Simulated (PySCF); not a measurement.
Molecule (SMILES): [SiH2] (SiH2) (closed-shell singlet).
Geometry (B3LYP-D3(BJ)/def2-TZVP, fixed):
```xyz
3

Si     0.0052     0.0009     0.1327
H     -0.0342     1.0849    -0.9366
H     -0.0389    -1.0973    -0.9218
```

Basis-set convergence of the isotropic shielding of Si1 at PBE with PySCF. GIAO, no density fitting; atoms are numbered in the order shown. All functions are spherical. Core-valence sets carry the plain set on hydrogen. No added dispersion term, no relativity. Reference: the value in pcSseg-3, -534.17 ppm, itself unsure by roughly 8.35 ppm (its mean distance from cc-pCVQZ, pcseg-3, pcSseg-2). Deviations are taken from unrounded values.

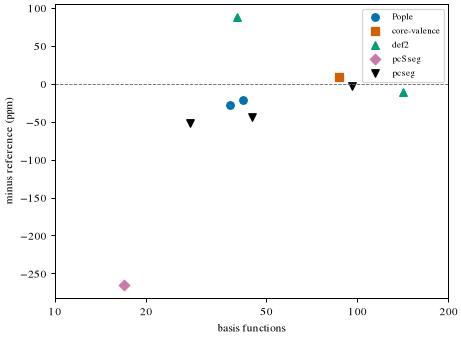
Figure. Deviation from the reference against the number of basis functions, by family of sets.

| basis | functions | isotropic shielding of Si1 (ppm) | minus reference (ppm) |
|---|---|---|---|
| pcSseg-0 | 17 | -798.95 | -264.77 |
| pcseg-1 | 28 | -586.49 | -52.31 |
| 6-311G** | 38 | -561.70 | -27.53 |
| def2-SVPD | 40 | -446.59 | 87.58 |
| 6-311+G** | 42 | -554.98 | -20.81 |
| aug-pcseg-1 | 45 | -577.52 | -43.34 |
| cc-pCVTZ | 87 | -524.96 | 9.22 |
| aug-pcseg-2 | 96 | -536.85 | -2.68 |
| def2-QZVPPD | 142 | -544.47 | -10.30 |
